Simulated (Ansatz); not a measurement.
## Converging the k-point mesh: Rb (Im-3m, 1 atom in the cell)

```
CELL_PARAMETERS angstrom
     -2.83347     2.83347     2.83347
      2.83347    -2.83347     2.83347
      2.83347     2.83347    -2.83347
ATOMIC_POSITIONS crystal
  Rb 0.00000 0.00000 0.00000
```

Computed with LDA (PW92), default PAW files made with PBE (plane waves; Ansatz, a first-principles code).

Base settings: basis.ecutwfc = 420 eV; kpoints.mp_grid.grid = 8 8 8; hamiltonian.xc = lda; hamiltonian.pseudopotentials = {kind: paw} (the program's default PAW files); scf.occupations.method = fermi_dirac; scf.occupations.width = 0.1 eV.

The second cell is the first with its lattice scaled by 0.98.

Only quantities that move along the ladder and can be compared are tabulated.

The count of work is k-points × plane waves × bands × iterations; it is no time. 

The starting cell has typed, rounded lattice constants, without a prior relaxation at this level. Its lattice was rescaled by up to half a per cent. Ansatz's pressure includes its estimate of the finite-basis (Pulay) stress.

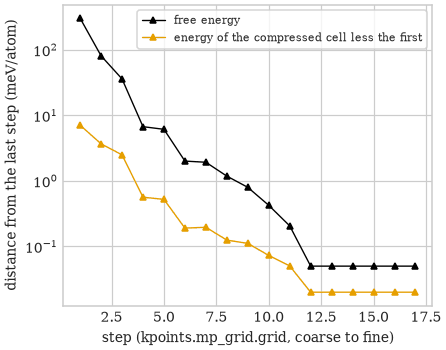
Figure: Distance from the last step along the ladder; very small values are drawn at a floor.

| kpoints.mp_grid.grid | free energy less the last step's (meV/atom) | energy of the compressed cell less the first (meV/atom) | pressure (GPa) | count of work / last |
|---|---|---|---|---|
| 2 2 2 | 304.05 | -18.92 | -0.56 | 0.0054 |
| 3 3 3 | -81.09 | -15.51 | -0.52 | 0.0071 |
| 4 4 4 | 36.00 | -9.34 | -0.34 | 0.014 |
| 5 5 5 | -6.72 | -12.40 | -0.43 | 0.018 |
| 6 6 6 | 6.13 | -11.31 | -0.40 | 0.029 |
| 7 7 7 | -2.01 | -12.03 | -0.42 | 0.036 |
| 8 8 8 | 1.93 | -11.64 | -0.41 | 0.052 |
| 9 9 9 | -1.18 | -11.96 | -0.42 | 0.073 |
| 10 10 10 | 0.80 | -11.72 | -0.41 | 0.084 |
| 11 11 11 | -0.42 | -11.91 | -0.42 | 0.10 |
| 12 12 12 | 0.21 | -11.79 | -0.41 | 0.13 |
| 15 15 15 | 0.02 | -11.84 | -0.41 | 0.21 |
| 16 16 16 | -0.02 | -11.83 | -0.41 | 0.26 |
| 18 18 18 | -0.01 | -11.84 | -0.41 | 0.35 |
| 20 20 20 | -0.01 | -11.84 | -0.41 | 0.46 |
| 22 22 22 | 0.00 | -11.84 | -0.41 | 0.59 |
| 24 24 24 | 0.00 | -11.84 | -0.41 | 0.74 |
| 27 27 27 | 0.00 | -11.84 | -0.41 | 1.0 |

Coarsest kpoints.mp_grid.grid that holds the free energy within 0.5 meV/atom of the last step, with all finer ones: 11 11 11, at 0.10 of the last step's count of work; the step before is off by 0.80 meV/atom.

Coarsest kpoints.mp_grid.grid that holds the energy of the compressed cell less the first within 1 meV/atom of the last step, with all finer ones: 5 5 5, at 0.018 of the last step's count of work; the step before is off by 2.5 meV/atom.

Coarsest kpoints.mp_grid.grid that holds the pressure within 0.05 GPa of the last step, with all finer ones: 5 5 5, at 0.018 of the last step's count of work; the step before is off by 0.07 GPa.

The energy difference between the two cells stays within 1 meV/atom of the last step's from 5 5 5 on, the total only from 10 10 10 on: much of the error is common to both cells and cancels.

Keys are those of Ansatz 0.2.
